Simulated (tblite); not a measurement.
# CH12BSi4: the cost of one run

Computed with tblite 0.8.0 and PySCF 2.14.0; each step states its level. No surroundings beyond the atoms listed, unless a continuum is named. Atoms count from 0, parts from 1.

### 1 The system as given

18 atoms, charge 0, multiplicity 2; geometry: distance geometry start.

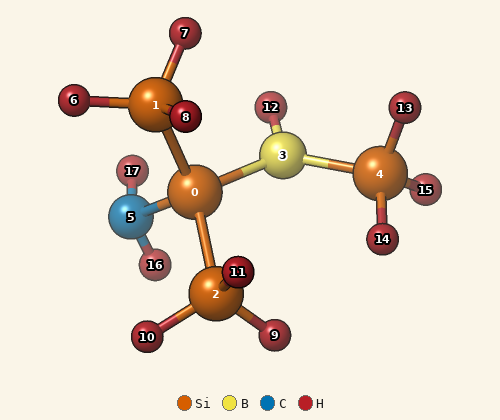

The starting geometry (silicon orange, boron yellow, carbon blue, hydrogen red), atoms numbered.

### 2 Relaxing the cluster with GFN2-xTB

Job settings and geometry (Å):

```
{"job": {"kind": "relax", "xc": "GFN2-xTB", "basis": "xTB"}, "charge": 0, "multiplicity": 2}
Si     0.492753    -0.047605    -0.573810
Si     1.881180    -1.451249     0.374456
Si     0.814290     2.007779     0.207005
B     -1.311050    -0.703733    -0.215493
Si    -2.394626    -0.097088     1.235942
C      0.617878     0.037888    -2.438808
H      3.142305    -1.654777    -0.389567
H      1.209351    -2.753632     0.587886
H      2.217385    -0.952106     1.715012
H     -0.445595     2.743799     0.166056
H      1.870577     2.671374    -0.598955
H      1.297733     1.901610     1.602277
H     -1.575082    -1.721922    -0.800557
H     -2.329663    -1.112539     2.280417
H     -1.933573     1.237250     1.735287
H     -3.757779     0.064519     0.725900
H     -0.050635     0.852353    -2.752595
H      0.180133    -0.906791    -2.846957
```

Level: GFN2-xTB geometry optimisation, gas phase.

Run with:

```
$ OMP_NUM_THREADS=1 python cluster_run.py task.json out
```

The driver reads the jobs from task.json and runs them one after another.

**Question.** How long does this first job take on 1 thread of AMD EPYC 9R45, shared host?

About 8.4 s.
